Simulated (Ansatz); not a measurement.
# [NO2]− (nitrite) at 6 levels

Aim: a comparison of 6 runs (B2PLYP/STO-3G, BLYP/STO-3G, BCCD(T)/STO-3G, CCSD/STO-3G, CCSD(T)/STO-3G, FCI/STO-3G) of [NO2]− (nitrite). 

Program for the calculation: Ansatz 0.2.0.

12 further runs of the same task are left out: 10 that didn't finish, 2 set aside as unsound or not needed.

### 1 The molecule

[NO2]− has 3 atoms, charge -1, and is taken as a singlet. As SMILES, `O=N[O-]`. The O3–N2 distance was set to 1.908 Å, away from the relaxed value.

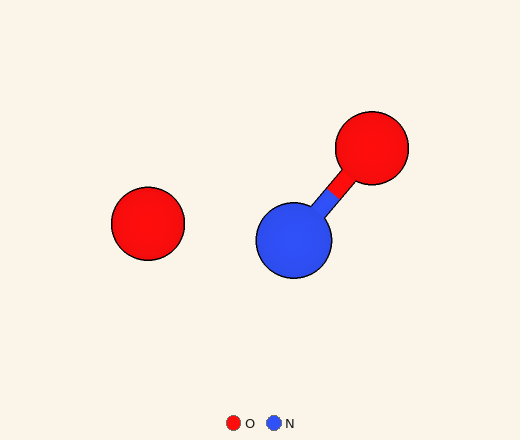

The structure, seen from a chosen angle (oxygen red, nitrogen blue).

### 2 The energy at B2PLYP/STO-3G (run 1)

The input, job.yaml:

```yaml
crystal:
  periodic: [false, false, false]
  atoms:
    - symbol: O
      position_ang: [0.828659, 1.274139, 0.597068]
    - symbol: N
      position_ang: [0.826579, 0.010159, 0.455818]
    - symbol: O
      position_ang: [-0.662520, -0.766520, -0.449410]
basis:
  gaussian:
    orbitals: STO-3G
total_charge: -1
hamiltonian:
  xc: {name: B2PLYP}
correlation:
  frozen_orbitals: {"N": 1, O: 1}
accuracy: high
```

Started as:

```sh
$ ansatz run job.yaml --threads 1 --pin off --max-ram 2610MiB --events-out events.jsonl --progress --plain --runs-dir runs
```

The log of the run:

```text
Warning: RAYON_NUM_THREADS=1 ignored (pool sized by the plan → 1); use --threads N
Functional definition: B2PLYP
  name "B2PLYP"
  parameter a = 0.53
  parameter c = 0.27
  exchange = (1 - a)*b88_x + a*exact_x
  correlation = (1 - c)*lyp_c + c*(mp2_os + mp2_ss)
250 factors; integrals over basis functions are off by at most 3.9e-8 eV
mean field evaluation 1: about -5472.1240 eV, gradient 4.6e1 eV
mean field evaluation 2: about -5472.1307 eV, gradient 4.6e1 eV
mean field evaluation 4: about -5466.4587 eV, gradient 4.8e1 eV
mean field evaluation 8: about -5488.3329 eV, gradient 5.6e-1 eV
mean field evaluation 16: about -5488.3153 eV, gradient 2.5e-8 eV
mean field evaluation 32: about -5422.6610 eV, gradient 5.9e1 eV
mean field -5488.31528796 eV, -201.6918667187 hartree, gradient 2.5e-8 eV, S^2 0.000000; 2 other end points of the search recorded, 0 dependent functions left out; unrestricted orbitals would lower it
3 core orbitals not correlated: weight in the atoms' cores, before any rotation towards them, 1.000 or more for the frozen orbitals, at most 0.000 for the correlated occupied ones
reference -5488.31529889 eV, -201.6918671204 hartree; 9, 9 occupied and 3, 3 virtual orbitals, 250 factors
second order -6.76594035 eV of doubles, -0.00000000 eV of singles
Total energy: -5490.14210278 eV, -201.7590009252 hartree
```

Run time: 1.2 s. Hardware: 1 thread of Arm Neoverse V1, shared host.

### 3 A single-point energy at BLYP/STO-3G (run 2)

The input, run.yaml:

```yaml
crystal:
  periodic: [false, false, false]
  atoms:
    - symbol: O
      position_ang: [0.828659, 1.274139, 0.597068]
    - symbol: N
      position_ang: [0.826579, 0.010159, 0.455818]
    - symbol: O
      position_ang: [-0.662520, -0.766520, -0.449410]
basis:
  gaussian: {orbitals: STO-3G}
total_charge: -1
hamiltonian: {xc: {name: BLYP}}
accuracy: high
```

Started as:

```sh
$ ansatz run run.yaml --threads 1 --pin off --max-ram 2610MiB --events-out events.jsonl --progress --plain --runs-dir runs
```

The log of the run:

```text
Warning: RAYON_NUM_THREADS=1 ignored (pool sized by the plan → 1); use --threads N
Functional definition: BLYP
  name "BLYP"
  parameter beta = 0.0042
  parameter a = 0.04918
  parameter b = 0.132
  parameter c = 0.2533
  parameter d = 0.349
  exchange = b88_x(beta = beta)
  correlation = lyp_c(a = a, b = b, c = c, d = d)
250 factors; integrals over basis functions are off by at most 3.9e-8 eV
mean field evaluation 1: about -5480.7216 eV, gradient 5.7e1 eV
mean field evaluation 2: about -5233.5533 eV, gradient 7.2e1 eV
mean field evaluation 4: about -5495.9498 eV, gradient 2.4e1 eV
mean field evaluation 8: about -5495.9499 eV, gradient 2.4e1 eV
mean field evaluation 16: about -5497.5577 eV, gradient 1.5e-8 eV
mean field evaluation 32: about -5494.8044 eV, gradient 1.1e1 eV
mean field -5497.55774425 eV, -202.0315207226 hartree, gradient 7.5e-9 eV, S^2 0.000000; 6 other end points of the search recorded, 0 dependent functions left out
reference -5497.55776776 eV, -202.0315215867 hartree; 12, 12 occupied and 3, 3 virtual orbitals, 250 factors
Total energy: -5497.55776776 eV, -202.0315215867 hartree
```

Wall time 1.6 s (1 thread of Arm Neoverse V1, shared host).

Runs 3 to 5 aren't shown in full; the table further down has their settings and results.

### 4 The energy at FCI/STO-3G (run 6)

The input, input.yaml:

```yaml
crystal:
  periodic: [false, false, false]
  atoms:
    - {symbol: O, position_ang: [0.828659, 1.274139, 0.597068]}
    - {symbol: N, position_ang: [0.826579, 0.010159, 0.455818]}
    - {symbol: O, position_ang: [-0.662520, -0.766520, -0.449410]}
basis:
  gaussian:
    orbitals: STO-3G
total_charge: -1
correlation:
  method: fci
  frozen_orbitals: {"N": 1, O: 1}
accuracy: high
```

Started as:

```sh
$ ansatz run input.yaml --threads 1 --pin off --max-ram 2610MiB --events-out events.jsonl --progress --plain --runs-dir runs
```

The log of the run, shortened:

```text
Warning: RAYON_NUM_THREADS=1 ignored (pool sized by the plan → 1); use --threads N
Functional definition: HF
  name "HF"
[...]
250 factors; integrals over basis functions are off by at most 3.9e-8 eV
[...]
mean field -5470.56613200 eV, -201.0395972680 hartree, gradient 9.7e-9 eV, S^2 0.000000; 9 other end points of the search recorded, 0 dependent functions left out; unrestricted orbitals would lower it
[...]
determinant -5470.56613200 eV, -201.0395972680 hartree, with singles and doubles -5475.44533795 eV, -201.2189047797 hartree
determinant -5468.40676244 eV, -200.9602419004 hartree, with singles and doubles -5472.36519007 eV, -201.1057114327 hartree
determinant -5467.19757279 eV, -200.9158050003 hartree, with singles and doubles -5474.06949950 eV, -201.1683436491 hartree
unrestricted determinant -5472.33688043 eV, -201.1046710725 hartree, S^2 1.4708
3 core orbitals not correlated: weight in the atoms' cores, before any rotation towards them, 1.000 or more for the frozen orbitals, at most 0.000 for the correlated occupied ones
reference -5470.56613200 eV, -201.0395972680 hartree; 9, 9 occupied and 3, 3 virtual orbitals, 250 factors
state -5477.19012158 eV, -201.2830243951 hartree
Total energy: -5477.19012158 eV, -201.2830243951 hartree
```

Run time: 0.68 s. Hardware: 1 thread of Arm Neoverse V1, shared host.

### 5 Overview of the runs

```csv
run,level,frozen core orbitals,energy (Eh),wall time
1,B2PLYP/STO-3G,3,-201.759001,1.2 s
2,BLYP/STO-3G,–,-202.031522,1.6 s
3,BCCD(T)/STO-3G,3,-201.299267,0.44 s
4,CCSD/STO-3G,3,-201.247313,0.3 s
5,CCSD(T)/STO-3G,3,-201.284240,0.3 s
6,FCI/STO-3G,3,-201.283024,0.68 s
```

### 6 Outcome

```
                                          quantity          value
                               run 6: total energy  -201.28302 Eh
run 6: correlation energy (3 core orbitals frozen)     -243.4 mEh
```

Against full CI in this basis: BCCD(T) -16.2 mEh; CCSD +35.7 mEh; CCSD(T) -1.2 mEh. Totals of different functionals can't be ranked against each other. In runs 4, 5 the T1 diagnostic is large, so a single reference may not serve. In runs 1, 3, 4, 5 the log says that unrestricted orbitals would lower the reference, so the values rest on an unstable closed-shell determinant (other closed-shell runs at this shape may share the fault). In runs 1, 2, 3, 4, 5, 6 the basis is minimal, so the values are rough. All runs together took 4.6 s, the longest 1.6 s.
